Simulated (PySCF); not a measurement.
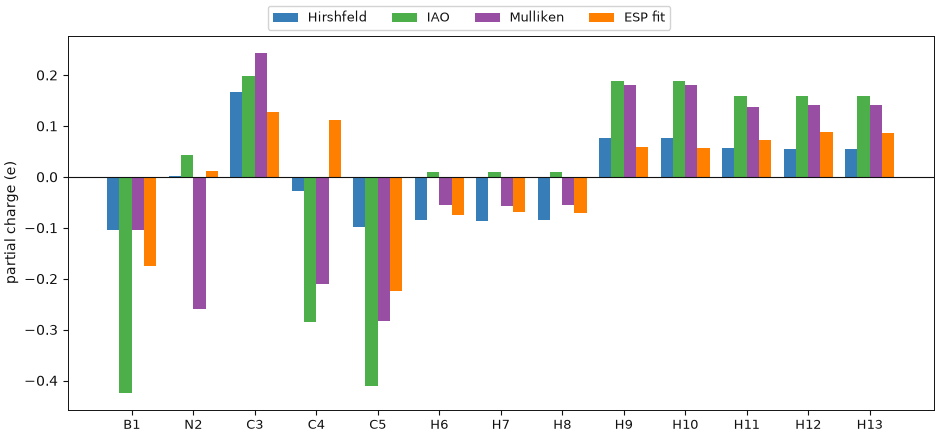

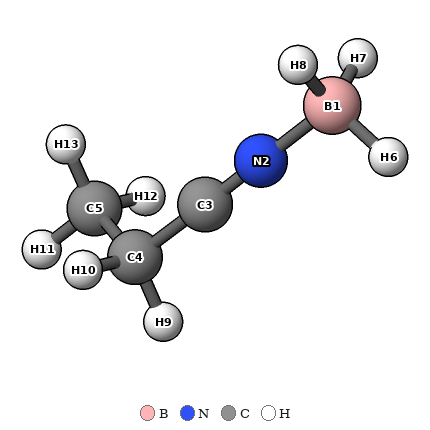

Atomic charges of C₃H₈BN, SMILES [BH3-][N+]#CCC by 4 schemes, PBE0/pcSseg-1, PySCF, at a GFN2-xTB geometry (no frequency check).

**On which atom do the schemes disagree most?**

On C4: Hirshfeld −0.03, IAO −0.29, Mulliken −0.21, ESP fit 0.11 e.

**Which atom is the most negative in each scheme?**

Hirshfeld: B1 (−0.11 e) and C5 (−0.10 e); IAO: B1 (−0.42 e); Mulliken: C5 (−0.28 e); ESP fit: C5 (−0.22 e).

Caveats: the tight-binding geometry is rougher than a DFT one and adds to the error.
